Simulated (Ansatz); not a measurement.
**Convergence study of the k-point mesh for LaMg (Pmm2, 4 atoms in the cell)**

```xyz
4
Lattice="5.6323 0.0000 0.0000 0.0000 3.8129 0.0000 0.0000 0.0000 5.8064" Properties=species:S:1:pos:R:3 pbc="T T T"
La     4.2242     0.0000     4.6550
La     1.4081     0.0000     1.2013
Mg     1.4081     1.9064     4.0252
Mg     4.2242     1.9064     1.7812
```

Computed with PBEsol, default PAW files made with PBE (plane waves; Ansatz, a program for electronic structure).

Base settings: basis.ecutwfc = 420 eV; kpoints.mp_grid.grid = 6 9 6; hamiltonian.xc = pbesol; hamiltonian.pseudopotentials = {kind: paw} (the program's default PAW files); scf.occupations.method = fermi_dirac; scf.occupations.width = 0.1 eV.

The second cell is the first with its lattice scaled by 0.98.

Only quantities that move along the ladder and can be compared are tabulated.

The count of work is k-points × plane waves × bands × iterations; it is no time. 

The starting cell comes from a database of computed structures (which also holds hypothetical and non-ambient phases and stackings), without a prior relaxation at this level. Its lattice was rescaled by up to half a per cent. One atom was moved a little off its site on purpose. Ansatz's pressure includes its estimate of the finite-basis (Pulay) stress.

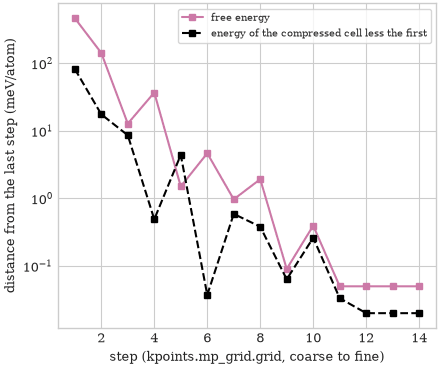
Distance from the last step along the ladder; very small values are drawn at a floor.

```csv
kpoints.mp_grid.grid,free energy less the last step's (meV/atom),energy of the compressed cell less the first (meV/atom),pressure (GPa),largest difference of a force vector from the last step's (eV/Å),count of work / last
1 2 1,-468.80,-90.59,-8.42,0.147,0.0030
2 2 2,-143.10,-25.38,-3.11,0.247,0.0093
2 3 2,12.85,-16.38,-2.32,0.072,0.0093
3 4 2,37.07,-7.25,-1.58,0.043,0.012
3 4 3,-1.51,-12.16,-1.97,0.060,0.014
3 5 3,4.68,-7.78,-1.63,0.025,0.014
4 5 4,0.97,-7.15,-1.59,0.013,0.031
5 7 5,1.93,-7.36,-1.60,0.006,0.042
6 8 6,0.09,-7.81,-1.63,0.004,0.093
6 9 6,-0.40,-8.01,-1.65,0.001,0.093
8 11 8,0.03,-7.78,-1.63,0.001,0.17
9 14 9,0.02,-7.73,-1.63,0.000,0.23
12 17 11,-0.01,-7.75,-1.63,0.000,0.44
14 21 14,0.00,-7.74,-1.63,0.000,0.81
16 23 15,0.00,-7.74,-1.63,0.000,1.0
```

Coarsest kpoints.mp_grid.grid that holds the free energy within 0.5 meV/atom of the last step, with all finer ones: 6 8 6, at 0.093 of the last step's count of work; the step before is off by 1.9 meV/atom.

Coarsest kpoints.mp_grid.grid that holds the energy of the compressed cell less the first within 1 meV/atom of the last step, with all finer ones: 3 5 3, at 0.014 of the last step's count of work; the step before is off by 4.4 meV/atom.

Coarsest kpoints.mp_grid.grid that holds the pressure within 0.5 GPa of the last step, with all finer ones: 3 4 2, at 0.012 of the last step's count of work; the step before is off by 0.69 GPa.

The energy difference between the two cells stays within 1 meV/atom of the last step's from 3 5 3 on, the total only from 6 8 6 on: much of the error is common to both cells and cancels.

Keys are those of Ansatz 0.2.
